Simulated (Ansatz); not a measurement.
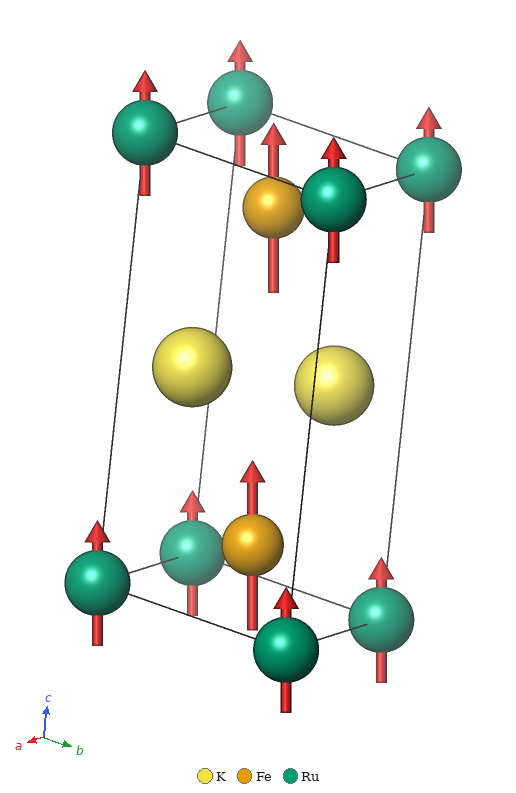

Structure drawing (spheres-only), viewed slightly off an axis. One cell (the run's own, in a reduced setting) is framed, with atoms on its boundary repeated. Arrows are the site magnetic moments above 0.25 μB; longer means larger, and red and blue are up and down (without spin-orbit coupling the axis itself is arbitrary).

This is the state reached for K₂Fe₂Ru. Method: DFT PBE, scalar-relativistic, plane waves, PAW in Ansatz; wavefunction cutoff 420 eV, k-points about 0.17 Å⁻¹ apart, Gaussian smearing of 0.1 eV, collinear spins.

Question: What do the arrows say about the order?

Answer: Ferromagnetic (within this cell). Site moments: 2 Fe +2.5 μB and 1 Ru +0.9 μB. The net spin moment of the whole cell is 6.3 μB, including what lies between the atoms and on sites without an arrow.

The model was built from a textbook structure type filled with these elements (whether it is the usual form wasn't checked). The picture shows the end point of a geometry optimisation with DFT PBE, scalar-relativistic, plane waves, PAW in Ansatz 0.2.0.
